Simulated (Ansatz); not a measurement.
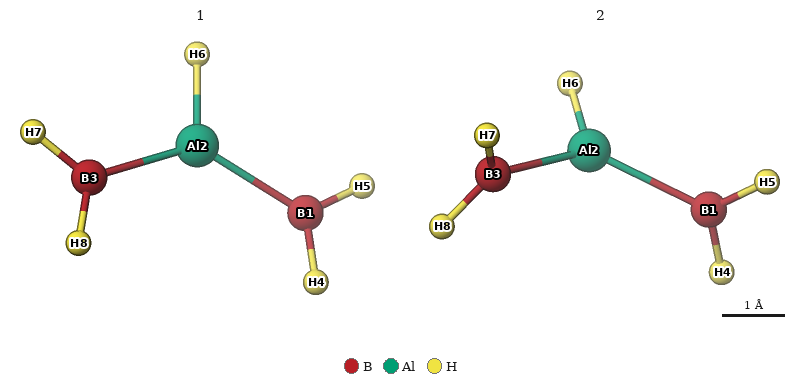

Two geometries of AlB$_{2}$H$_{5}$, drawn at one scale. One is the start of a relaxation, the other its converged end. The picture is a ball-and-stick view, seen at a tilt.

These are results of UHF/6-31G in Ansatz, not measurements. Set-up: collinear spin; force threshold 0.02 eV/Å; at most 50 steps.

Q: Which one is relaxed?

A: Structure 2 is the relaxed one. The run prepares an end point of a later path (hydrogen shift) calculation, from a guessed geometry. The largest moves after the best rigid fit, 1.31 Å, are those of H5 and H7. Largest moves by element: H 1.31 Å, Al 0.32 Å, B 0.14 Å. Near-neighbour distances that change, for instance: Al2–B3 2.102 → 2.158 Å, Al2–H6 1.584 → 1.619 Å, B1–H4 1.183 → 1.193 Å. Bond angles that change, for instance: B1–Al2–B3 131.4° → 124.9°, B1–Al2–H6 114.4° → 117.5°, H4–B1–H5 112.9° → 115.2°. Groups turn about Al2–B3 by about 90°, B1–Al2 by about 90°. After 19 accepted moves (23 points after the start) the energy has fallen by 10.6 kcal/mol. The largest force component goes from 0.93 to 0.0033 eV/Å. The line search rejected the trial steps at points 5, 9, 19, 22 of the run. The forces were under the threshold at step 3, but the run went on from there.
